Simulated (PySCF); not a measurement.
# BNH2Cl2 (BCl2(NH2)) at 6 levels

Aim: a comparison of 6 runs (B2PLYP/STO-3G, B2PLYP/3-21G, B2PLYP/6-31G, B2PLYP/6-31G*, B2PLYP/6-31G**, B2PLYP/6-311G**) of BNH2Cl2 (BCl2(NH2)). 

The calculation is run with PySCF 2.14.0.

**1. The system as given**

BNH2Cl2: 6 atoms, total charge 0, spin state singlet. SMILES: `NB(Cl)Cl`. Geometry: relaxed at GFN2-xTB.

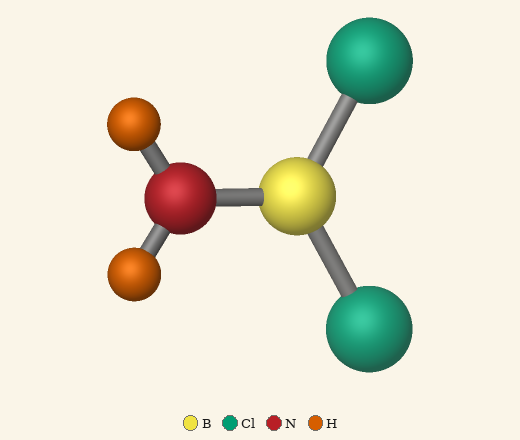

Viewed from a chosen angle; boron yellow, chlorine teal, nitrogen red, hydrogen orange.

**2. The energy at B2PLYP/STO-3G (run 1)**

Input file calc.py:

```python
from pyscf import gto, dft, mp

mol = gto.M(
    atom='''
B        0.292890       0.511460       0.004020
Cl       1.965580       0.537960       0.461330
Cl      -0.517930       1.975810      -0.445570
N       -0.398200      -0.689810      -0.003320
H       -1.366870      -0.767900      -0.264590
H        0.024530      -1.567520       0.248130
''',
    charge=0,
    basis='sto-3g',
    verbose=4,
    max_memory=1860,
)

calc0 = dft.RKS(mol, xc='0.53*HF + 0.47*B88, 0.73*LYP')
calc0.conv_tol = 1e-10
calc0.grids.level = 4
calc0.kernel()
if not calc0.converged:
    calc0 = calc0.newton().run(calc0.mo_coeff, calc0.mo_occ)

pt = mp.MP2(calc0, frozen=12).run()
energy = calc0.e_tot + 0.27 * pt.e_corr
print('PT2 part  %.8f' % (0.27 * pt.e_corr))
print('E = %.10f Eh' % energy)
```

On the command line:

```
OMP_NUM_THREADS=1 python calc.py
```

Log:

```text
PySCF version 2.14.0

[... 72 lines left out ...]
converged SCF energy = -989.782389674322
[... 1 line left out ...]
******** <class 'pyscf.mp.mp2.RMP2'> ********
nocc = 12, nmo = 18
frozen orbitals 12
E(RMP2) = -989.917794070515  E_corr = -0.135404396192795
E(SCS-RMP2) = -989.923266975451  E_corr = -0.140877301128752
E_corr(same-spin) = -0.0249322780414627
E_corr(oppo-spin) = -0.110472118151332
PT2 part  -0.03655919
E = -989.8189488613 Eh
```

It took 3.6 s on 1 thread of Arm Neoverse V1, shared host; peak memory 0.24 GiB.

**3. The energy at B2PLYP/3-21G (run 2)**

Input file input.py:

```python
# BCl2(NH2)
from pyscf import gto, dft, mp

mol = gto.M(
    atom='''
B      0.553482     0.966519     0.007597
Cl     3.714408     1.016597     0.871787
Cl    -0.978746     3.733740    -0.842005
N     -0.752489    -1.303552    -0.006274
H     -2.583010    -1.451121    -0.500003
H      0.046355    -2.962183     0.468898
''',
    basis='3-21g',
    max_memory=1860,
    unit='bohr',
    verbose=4,
)

mf = dft.RKS(mol, xc='0.53*HF + 0.47*B88, 0.73*LYP')
mf.grids.level = 4
mf.conv_tol = 1e-10
mf.kernel()
if not mf.converged:
    mf = mf.newton().run(mf.mo_coeff, mf.mo_occ)

pt = mp.MP2(mf, frozen=12).run()
e_final = mf.e_tot + 0.27 * pt.e_corr
print('PT2 part  %.8f' % (0.27 * pt.e_corr))
print('E = %.10f Eh' % e_final)
```

On the command line:

```
OMP_NUM_THREADS=1 python input.py
```

Log:

```text
PySCF version 2.14.0

[... 74 lines left out ...]
converged SCF energy = -995.914440010006
[... 1 line left out ...]
******** <class 'pyscf.mp.mp2.RMP2'> ********
nocc = 12, nmo = 36
frozen orbitals 12
E(RMP2) = -996.225451952016  E_corr = -0.311011942009416
E(SCS-RMP2) = -996.221835776517  E_corr = -0.307395766510743
E_corr(same-spin) = -0.0759444968083329
E_corr(oppo-spin) = -0.235067445201083
PT2 part  -0.08397322
E = -995.9984132343 Eh
```

Run time: 5.4 s. Hardware: 1 thread of Arm Neoverse V1, shared host; peak memory 0.29 GiB.

Runs 3 to 5 aren't shown in full; the table further down has their settings and results.

**4. The energy at B2PLYP/6-311G(d,p) (run 6)**

Input file job.py:

```python
from pyscf import gto, dft, mp

mol = gto.Mole()
mol.atom = '''
B        0.292890       0.511460       0.004020
Cl       1.965580       0.537960       0.461330
Cl      -0.517930       1.975810      -0.445570
N       -0.398200      -0.689810      -0.003320
H       -1.366870      -0.767900      -0.264590
H        0.024530      -1.567520       0.248130
'''
mol.max_memory = 1860
mol.basis = '6-311g**'
mol.charge = 0
mol.verbose = 4
mol.build()

mf = dft.RKS(mol)
mf.xc = '0.53*HF + 0.47*B88, 0.73*LYP'
mf.grids.level = 4
mf.conv_tol = 1e-10
mf.kernel()
if not mf.converged:
    mf = mf.newton().run(mf.mo_coeff, mf.mo_occ)

pt = mp.MP2(mf, frozen=12).run()
energy = mf.e_tot + 0.27 * pt.e_corr
print('PT2 part  %.8f' % (0.27 * pt.e_corr))
print('E(%s) = %.9f' % ('B2PLYP', energy))
```

On the command line:

```
OMP_NUM_THREADS=1 python job.py
```

Log:

```text
PySCF version 2.14.0

[... 76 lines left out ...]
converged SCF energy = -1000.83325926875
[... 1 line left out ...]
******** <class 'pyscf.mp.mp2.RMP2'> ********
nocc = 12, nmo = 88
frozen orbitals 12
E(RMP2) = -1001.49630917086  E_corr = -0.663049902116579
E(SCS-RMP2) = -1001.47584256162  E_corr = -0.64258329287518
E_corr(same-spin) = -0.176626834228516
E_corr(oppo-spin) = -0.486423067888062
PT2 part  -0.17902347
E(B2PLYP) = -1001.012282742
```

Run time: 13 s. Hardware: 1 thread of Arm Neoverse V1, shared host; peak memory 0.51 GiB.

**5. The series**

```tsv
run	level	energy (Eh)	dipole moment (D)	HOMO energy (eV)	LUMO energy (eV)	wall time
1	B2PLYP/STO-3G	-989.818949	3.60	-8.08	4.51	3.6 s
2	B2PLYP/3-21G	-995.998413	3.74	-9.76	2.04	5.4 s
3	B2PLYP/6-31G	-1000.770689	3.42	-9.78	1.87	5.7 s
4	B2PLYP/6-31G* (spherical functions)	-1000.910606	3.03	-9.60	2.03	8.7 s
5	B2PLYP/6-31G** (spherical functions)	-1000.921749	3.02	-9.61	2.02	9.6 s
6	B2PLYP/6-311G**	-1001.012283	3.07	-9.79	1.80	13 s
```

**6. Summary of results**

| quantity | value |
| --- | --- |
| run 6: total energy | -1001.01228 Eh |
| run 6: dipole moment (SCF part) | 3.07 D |
| run 6: HOMO energy (SCF part's orbitals) | -9.79 eV |
| run 6: LUMO energy (SCF part's orbitals) | 1.80 eV |
| run 6: HOMO–LUMO gap (SCF part's orbitals) | 11.58 eV |

**Reading.** The dipole moment (its size) runs from 3.02 D (B2PLYP/6-31G**) to 3.74 D (B2PLYP/3-21G). A double hybrid's value is that of its SCF part. The HOMO–LUMO gap runs from 11.58 eV (B2PLYP/6-311G**) to 12.60 eV (B2PLYP/STO-3G). In run 1 the basis is minimal, so the values are rough. All runs together took 46 s, the longest 13 s.
